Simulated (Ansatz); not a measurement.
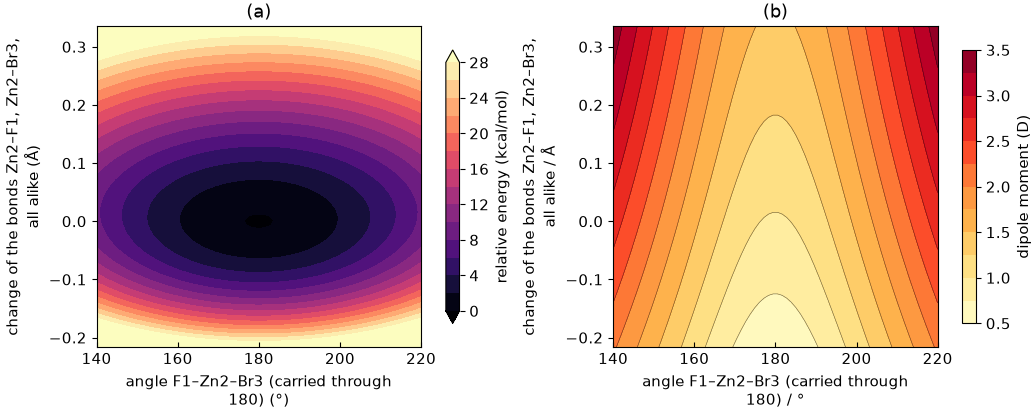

BrFZn, SMILES [F][Zn][Br]. 
- The first coordinate is: angle F1–Zn2–Br3 (carried through 180); the second: change of the bonds Zn2–F1, Zn2–Br3, all alike.
- Nothing is relaxed (all other coordinates rigid).
- The grid has 13 × 13 points; 91 points were computed and 78 follow by symmetry.
- Points are written as (first, second).
- Energies are in kcal/mol, from the lowest grid point.
- Method: Ansatz 0.2.0, RKS PBE0-D4/def2-TZVP.

Panel (a) is the energy and panel (b) the computed dipole moment on the same grid.

In the figure: filled contours, one colour for all values above the top of the scale. Between grid points the surface is interpolated.

> How does the dipole moment vary over the map, and what is it at the lowest grid point?

Leaving out the highest fifth of the energies, it runs from 0.66 D at (180.0°, −0.171 Å) to 3.21 D at (140.0°, 0.244 Å). At the lowest grid point, (180.0°, 0.013 Å), it is 1.00 D.

```tsv
second ↓, first →	140.0	146.7	153.3	160.0	166.7	173.3	180.0	186.7	193.3	200.0	206.7	213.3	220.0
0.336	3.40	2.95	2.53	2.12	1.78	1.54	1.45	1.54	1.78	2.12	2.53	2.95	3.40
0.290	3.30	2.87	2.45	2.05	1.72	1.48	1.39	1.48	1.72	2.05	2.45	2.87	3.30
0.244	3.21	2.78	2.37	1.98	1.65	1.42	1.33	1.42	1.65	1.98	2.37	2.78	3.21
0.198	3.10	2.68	2.28	1.91	1.58	1.36	1.27	1.36	1.58	1.91	2.28	2.68	3.10
0.152	3.00	2.59	2.20	1.83	1.51	1.29	1.21	1.29	1.51	1.83	2.20	2.59	3.00
0.105	2.89	2.49	2.11	1.75	1.44	1.22	1.14	1.22	1.44	1.75	2.11	2.49	2.89
0.059	2.77	2.38	2.02	1.67	1.37	1.15	1.07	1.15	1.37	1.67	2.02	2.38	2.77
0.013	2.66	2.28	1.92	1.58	1.29	1.08	1.00	1.08	1.29	1.58	1.92	2.28	2.66
−0.033	2.54	2.17	1.82	1.49	1.21	1.00	0.92	1.00	1.21	1.49	1.82	2.17	2.54
−0.079	2.42	2.06	1.72	1.40	1.12	0.92	0.84	0.92	1.12	1.40	1.72	2.06	2.42
−0.125	2.29	1.95	1.62	1.31	1.03	0.83	0.75	0.83	1.03	1.31	1.62	1.95	2.29
−0.171	2.17	1.83	1.51	1.21	0.94	0.74	0.66	0.74	0.94	1.21	1.51	1.83	2.17
−0.217	2.04	1.71	1.41	1.11	0.84	0.64	0.56	0.64	0.84	1.11	1.41	1.71	2.04
```
